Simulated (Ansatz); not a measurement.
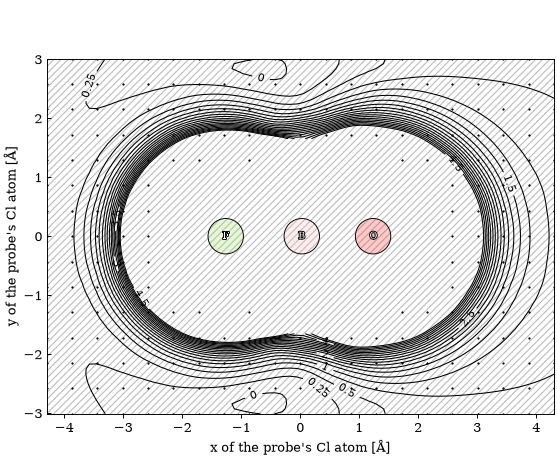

Energy landscape of BFO (SMILES O=BF) with the probe Cl-. The probe is moved over the molecule's main plane. First axis: x of the probe's Cl atom. Second axis: y of the probe's Cl atom. Nothing is relaxed (molecule and probe rigid). The grid has 21 × 15 points; 129 points were computed and 119 follow by symmetry. At 67 points there is no value (left out of the scan, as a rule where atoms come close). Points are written as (first, second). All energies are given in eV relative to the lowest grid point. Level of theory: RKS B3LYP-D4/def2-SVPD in Ansatz.

In the figure: contour lines labelled in eV (none above 4.5), dots at the grid points, labelled circles for the molecule's atoms, projected on the plane, hatched blanks where no value was computed. Between grid points the surface is interpolated. 

**Summarise what can be read from the map.**

The lowest grid point is at (−0.43 Å, −3.01 Å) [nearest 1 B at 3.04 Å and 1 F at 3.12 Å]. It lies on the edge of the grid, but the force there points inwards, so the minimum lies inside the range. The energy also falls towards the edge at (4.30 Å, −3.01 Å) (0.69 eV above the lowest) and (4.30 Å, 3.01 Å) (0.69 eV above the lowest), where a further well may lie outside the range. The highest grid point, (−0.86 Å, −1.29 Å) [nearest 1 F at 1.35 Å], lies 17.50 eV above the lowest.

The input of one point:

```yaml
crystal:
  periodic: [false, false, false]
  atoms:
    - { symbol: O, position_ang: [1.23519, 0.0, 0.0] }
    - { symbol: B, position_ang: [0.027103, -1.0e-06, 0.0] }
    - { symbol: F, position_ang: [-1.262293, 0.0, 0.0] }
    - { symbol: Cl, position_ang: [-0.43, -3.01, 0.0] }
total_charge: -1
basis:
  gaussian: { orbitals: def2-SVPD }
hamiltonian:
  xc: { name: B3LYP }
  dispersion: d4
output:
  forces: true
```

The whole map (129 points run) took 9.3 min on 1 thread of Arm Neoverse N1 (shared host).
